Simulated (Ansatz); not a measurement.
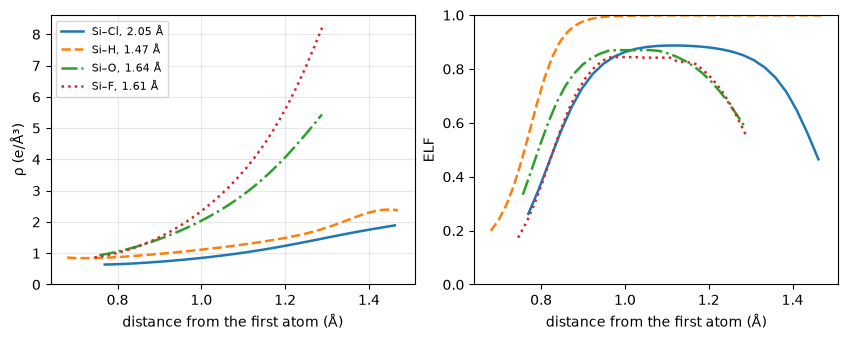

ClF2H3OSi2. Total electron density and ELF along straight lines between neighbouring atoms. The curves leave out the atomic cores.

Geometry: r2SCAN-D4/def2-SVP.

All numbers below come from isolated molecule in a Gaussian basis; Kohn-Sham density functional theory, functional PBE0 (Ansatz).

```xyz
9

Cl   -0.3162    0.6625    2.3641
F    -1.8725   -0.2337   -1.3678
F     2.4305    0.8625    1.2645
O     0.5372    0.4896   -0.5296
Si   -0.3465   -0.7423   -1.1970
Si    0.9285    1.2726    0.8515
H     0.2076   -1.0182   -2.5401
H    -0.3528   -1.9176   -0.2944
H     0.8653    2.7295    0.6690
```

**What can be read from the curves?**

Si–Cl (2.05 Å): the density is about 0.89 e/Å³ at the midpoint; the ELF peaks at about 0.90 between the atoms; a polar covalent bond.
Si–H (1.47 Å): ρ is about 0.84 e/Å³ halfway; the ELF climbs to about 1 towards the hydrogen, as it does in any bond to H.
Si–O (1.64 Å): ρ is about 1.1 e/Å³ halfway; the ELF peaks at about 0.85 between the atoms (a polar covalent bond).
Si–F (1.61 Å): ρ at the midpoint is about 1 e/Å³; the ELF peaks at about 0.85 in the valence shell of F, 0.6 Å from its nucleus, and is about 0.40 at the midpoint.
